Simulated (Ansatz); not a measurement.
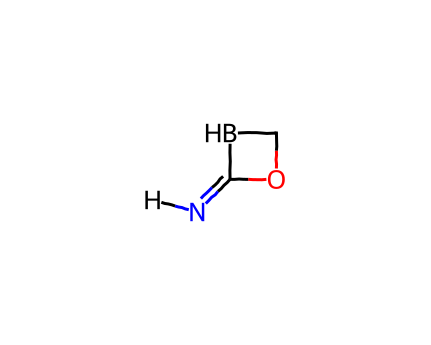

**Give its SMILES.**

[H]/N=C1\BCO1

**What is the molecular formula?**

C2H4BNO.

**An optimisation with PBE0-D4/def2-TZVP gave a structure of which point group?**

Cs.

The parts below concern this one geometry. Atoms keep their numbers from picture to picture. Computed geometry: PBE0-D4/def2-TZVP optimisation.

### Levels of theory compared

Program: Ansatz 0.2.0.

Compare dipole (D) at these levels: B3LYP-D4/def2-TZVPP; PBE-D4/def2-TZVPP; PBE0-D4/def2-TZVP; r2SCAN-D4/def2-TZVPP; ωB97M-V/def2-TZVPP.

```
               level  dipole (D)
 B3LYP-D4/def2-TZVPP        3.72
   PBE-D4/def2-TZVPP        3.39
   PBE0-D4/def2-TZVP        3.71
r2SCAN-D4/def2-TZVPP        3.58
  ωB97M-V/def2-TZVPP        3.81
```

### Charges

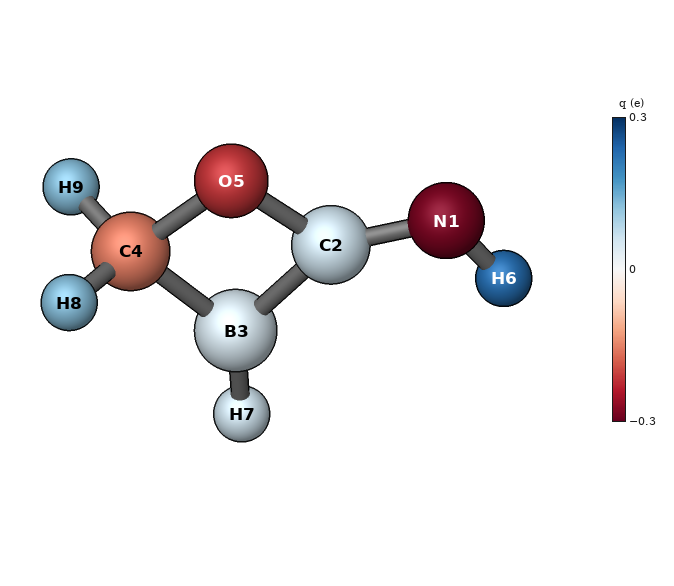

Atoms are coloured by their Mulliken charges. Properties computed with RKS PBE0-D4/def2-TZVP (Ansatz 0.2.0).

Give the Mulliken charges atom by atom.

```tsv
atom	value (e)
N1	−0.28
C2	0.06
B3	0.05
C4	−0.15
O5	−0.21
H6	0.23
H7	0.06
H8	0.13
H9	0.13
```

### Thermal motion

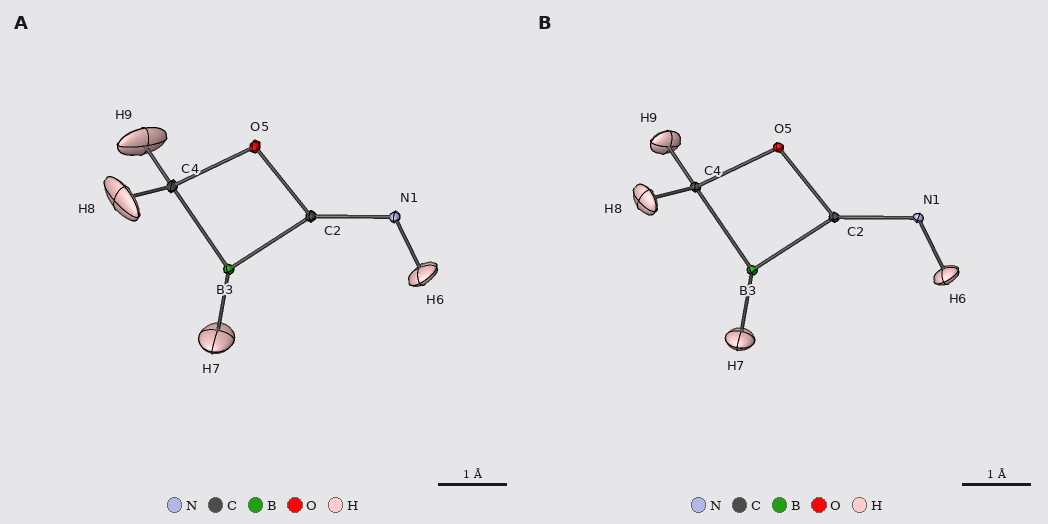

Displacement ellipsoids at the 50 % level, from the internal vibrations of the free molecule (harmonic, no overall translation or rotation; no half-axis is drawn under 0.075 Å). Vibrations computed with RKS PBE0-D4/def2-TZVP (Ansatz 0.2.0). One panel is for 100 K, the other for 600 K.

**Which panel is for 600 K?**

A.

**How much does the mean-square displacement of H8 grow, and why?**

U_eq goes from 0.0175 to 0.0401 Å², a factor of 2.3. Modes below kT (417 cm⁻¹ at 600 K) grow about in proportion to T, and the lowest lies at 158 cm⁻¹; the mean-square amplitude of a mode is its zero-point value times coth(ħω/2kT), which comes close to 1 only above about 3kT.

Mulliken values depend strongly on the basis set and can even reverse the polarity of a bond.
